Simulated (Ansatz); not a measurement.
# CH2BNSe: small, medium and large basis sets

How large a basis does CH2BNSe need? Two functionals are run in growing sets.

The runs use Ansatz 0.2.0, Gaussian basis; one geometry, several basis sets.

Plan: PBE0-D4/def2-SVP; ωB97M-V/def2-SVP; PBE0-D4/def2-QZVPP; ωB97M-V/def2-QZVPP; the functionals' def2-TZVPP values are taken from earlier runs.

**1. Structure used throughout**

The geometry comes from an earlier relaxation with PBE0-D4/def2-TZVP; it is a stationary point.

SMILES `B1N=C[Se]1`, 6 atoms, charge 0, spin multiplicity 1.

Atoms are counted from 1 here; the program's logs count them from 0.

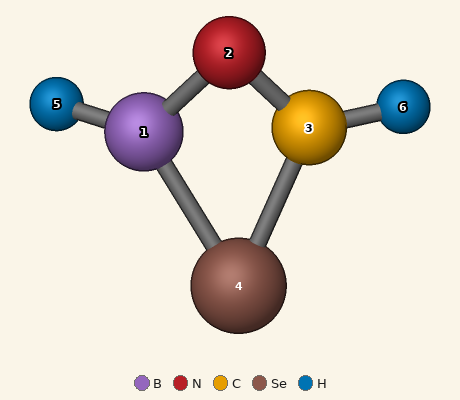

The geometry (boron purple, nitrogen red, carbon amber, selenium brown, hydrogen blue); atoms are numbered from 1 in the order of the file.

**2. PBE0-D4 in def2-SVP**

Input file in.yaml:

```yaml
crystal:
  periodic: [false, false, false]
  atoms:
    - {symbol: B, position_ang: [-0.467034, 0.703614, -0.422565]}
    - {symbol: N, position_ang: [0.687661, 0.740930, 0.453123]}
    - {symbol: C, position_ang: [0.510862, -0.526537, 0.536611]}
    - {symbol: Se, position_ang: [-1.324644, -1.021606, 0.107990]}
    - {symbol: H, position_ang: [-0.647570, 1.323874, -1.419911]}
    - {symbol: H, position_ang: [1.282825, -1.284373, 0.698552]}
basis:
  gaussian: {orbitals: def2-SVP}
hamiltonian: {xc: pbe0, dispersion: d4}
output: {orbitals: {seedname: orbitals}}
```

On the command line:

```console
ansatz run in.yaml --threads 2 --pin off --events-out ev --progress --plain --max-ram 4352MiB
```

Output:

```text
Functional definition: PBE0
  name "PBE0"
  cite "Adamo & Barone, J. Chem. Phys. 110, 6158 (1999) doi:10.1063/1.478522"
  cite "Perdew, Burke & Ernzerhof, Phys. Rev. Lett. 77, 3865 (1996) doi:10.1103/PhysRevLett.77.3865"
  parent pbe
  parameter a = 0.25
  parameter kappa = 0.804
  parameter beta = 0.06672455060314922
  exchange = (1 - a)*pbe_x(kappa = kappa, mu = beta*pi^2/3) + a*exact_x
  correlation = pbe_c(beta = beta)
843 factors; integrals over basis functions are off by at most 1.4e-3 eV
mean field evaluation 1: about -68556.4415 eV, gradient 5.0e1 eV
mean field evaluation 2: about -68531.9139 eV, gradient 1.1e2 eV
mean field evaluation 4: about -68562.1003 eV, gradient 9.7e0 eV
mean field evaluation 8: about -68562.4239 eV, gradient 7.0e-1 eV
mean field evaluation 16: about -68562.4253 eV, gradient 1.6e-4 eV
mean field -68562.42526307 eV, -2519.6226551367 hartree, gradient 1.7e-5 eV, S^2 0.000000; 0 other end points of the search recorded, 0 dependent functions left out
reference -68562.42528387 eV, -2519.6226559011 hartree; 27, 27 occupied and 57, 57 virtual orbitals, 843 factors
Total energy: -68562.53760466 eV, -2519.6267836140 hartree
```

It took 0.75 s on 2 threads of Intel Xeon 6975P-C, shared host.

**3. ωB97M-V in def2-SVP**

Edit in.yaml of step 2 so:

```diff
@@ -11,3 +11,3 @@
   gaussian: {orbitals: def2-SVP}
-hamiltonian: {xc: pbe0, dispersion: d4}
+hamiltonian: {xc: {name: wB97M-V}}
 output: {orbitals: {seedname: orbitals}}
```

Same command.

Output, cut to the lines that bear on the results:

```text
Functional definition: wB97M-V
  name "wB97M-V"
  cite "Mardirossian & Head-Gordon, J. Chem. Phys. 144, 214110 (2016) doi:10.1063/1.4952647"
  cite "Becke, J. Chem. Phys. 107, 8554 (1997) doi:10.1063/1.475007"
  cite "Vydrov & Van Voorhis, J. Chem. Phys. 133, 244103 (2010) doi:10.1063/1.3521275"
  # Of w^i u^j: cxij and so on, Table III.
[...]
  gx(w, u) = 1 - cx + cx01*u + cx10*w
  gss(w, u) = css00 + css04*u^4 + css10*w + css20*w^2 + css43*w^4*u^3
  gos(w, u) = cos00 + cos10*w + (cos20 + cos21*u)*w^2 + (cos60 + cos61*u)*w^6
[...]
      + integral(e_c_pw_mod_opposite_spin*gos(b97_w_opposite, b97_u_opposite)) + vv10(b, c)
843 factors; integrals over basis functions are off by at most 1.4e-3 eV
196 factors; integrals over basis functions are off by at most 9.7e-6 eV
[...]
mean field -68569.19495576 eV, -2519.8714367544 hartree, gradient 1.1e-5 eV, S^2 0.000000; 0 other end points of the search recorded, 0 dependent functions left out
reference -68569.19498886 eV, -2519.8714379709 hartree; 27, 27 occupied and 57, 57 virtual orbitals, 843 factors
Total energy: -68569.19498886 eV, -2519.8714379709 hartree
```

Wall time 2.5 s (2 threads of Intel Xeon 6975P-C, shared host).

**4. PBE0-D4 in def2-QZVPP**

Edit in.yaml of step 3 so:

```diff
@@ -10,4 +10,4 @@
 basis:
-  gaussian: {orbitals: def2-SVP}
-hamiltonian: {xc: {name: wB97M-V}}
+  gaussian: {orbitals: "def2-QZVPP.json"}
+hamiltonian: {xc: pbe0, dispersion: d4}
 output: {orbitals: {seedname: orbitals}}
```

Same command.

Output:

```text
Functional definition: PBE0
  name "PBE0"
  cite "Adamo & Barone, J. Chem. Phys. 110, 6158 (1999) doi:10.1063/1.478522"
  cite "Perdew, Burke & Ernzerhof, Phys. Rev. Lett. 77, 3865 (1996) doi:10.1103/PhysRevLett.77.3865"
  parent pbe
  parameter a = 0.25
  parameter kappa = 0.804
  parameter beta = 0.06672455060314922
  exchange = (1 - a)*pbe_x(kappa = kappa, mu = beta*pi^2/3) + a*exact_x
  correlation = pbe_c(beta = beta)
1221 factors; their error is unknown
mean field evaluation 1: about -68564.3142 eV, gradient 7.0e1 eV
mean field evaluation 2: about -68499.2037 eV, gradient 1.6e2 eV
mean field evaluation 4: about -68574.4403 eV, gradient 2.2e1 eV
mean field evaluation 8: about -68575.3683 eV, gradient 1.1e-1 eV
mean field evaluation 16: about -68575.5688 eV, gradient 1.9e-4 eV
mean field -68575.56882903 eV, -2520.1056722770 hartree, gradient 4.4e-5 eV, S^2 0.000000; 0 other end points of the search recorded, 0 dependent functions left out
reference -68575.56885902 eV, -2520.1056733790 hartree; 27, 27 occupied and 293, 293 virtual orbitals, 1221 factors
Total energy: -68575.68117981 eV, -2520.1098010919 hartree
```

Run time: 4.1 s. Hardware: 2 threads of Intel Xeon 6975P-C, shared host; peak memory 0.84 GiB.

**5. ωB97M-V in def2-QZVPP**

Edit in.yaml of step 4 so:

```diff
@@ -11,3 +11,3 @@
   gaussian: {orbitals: "def2-QZVPP.json"}
-hamiltonian: {xc: pbe0, dispersion: d4}
+hamiltonian: {xc: {name: wB97M-V}}
 output: {orbitals: {seedname: orbitals}}
```

Same command.

Output, cut to the lines that bear on the results:

```text
Functional definition: wB97M-V
  name "wB97M-V"
  cite "Mardirossian & Head-Gordon, J. Chem. Phys. 144, 214110 (2016) doi:10.1063/1.4952647"
  cite "Becke, J. Chem. Phys. 107, 8554 (1997) doi:10.1063/1.475007"
  cite "Vydrov & Van Voorhis, J. Chem. Phys. 133, 244103 (2010) doi:10.1063/1.3521275"
  # Of w^i u^j: cxij and so on, Table III.
[...]
  gx(w, u) = 1 - cx + cx01*u + cx10*w
  gss(w, u) = css00 + css04*u^4 + css10*w + css20*w^2 + css43*w^4*u^3
  gos(w, u) = cos00 + cos10*w + (cos20 + cos21*u)*w^2 + (cos60 + cos61*u)*w^6
[...]
      + integral(e_c_pw_mod_opposite_spin*gos(b97_w_opposite, b97_u_opposite)) + vv10(b, c)
1196 factors; their error is unknown
264 factors; integrals over basis functions are off by at most 6.4e-6 eV
[...]
mean field -68582.38024525 eV, -2520.3559872061 hartree, gradient 7.3e-5 eV, S^2 0.000000; 0 other end points of the search recorded, 0 dependent functions left out
reference -68582.38029362 eV, -2520.3559889835 hartree; 27, 27 occupied and 293, 293 virtual orbitals, 1196 factors
Total energy: -68582.38029362 eV, -2520.3559889835 hartree
```

It took 10 s on 2 threads of Intel Xeon 6975P-C, shared host; peak memory 1 GiB.

**6. Functionals by basis**

The def2-TZVPP values come from earlier runs at the same geometry.

```tsv
functional	basis	functions	energy (eV)	from the largest (eV)	HOMO (eV)	LUMO (eV)
PBE0-D4	def2-SVP	84	-68562.5376	13.144	-6.87	-1.83
PBE0-D4	def2-TZVPP	169	-68574.1278	1.553	-6.97	-1.90
PBE0-D4	def2-QZVPP	320	-68575.6812	0.000	-6.99	-1.92
ωB97M-V	def2-SVP	84	-68569.1950	13.185	-8.96	0.38
ωB97M-V	def2-TZVPP	169	-68580.8856	1.495	-9.08	0.23
ωB97M-V	def2-QZVPP	320	-68582.3803	0.000	-9.10	0.17
```

**7. Outcome**

```
                                       quantity           value
PBE0-D4: double and triple zeta above quadruple  13.14, 1.55 eV
ωB97M-V: double and triple zeta above quadruple  13.19, 1.49 eV
```

**Reading.** PBE0-D4 gains 11.59 eV from double to triple zeta, then 1.55 eV more. Total energies overstate the basis error of differences, where much of it tends to cancel.

For PBE0-D4 the largest set took about 5 times as long as the smallest (4.1 s against 0.75 s).
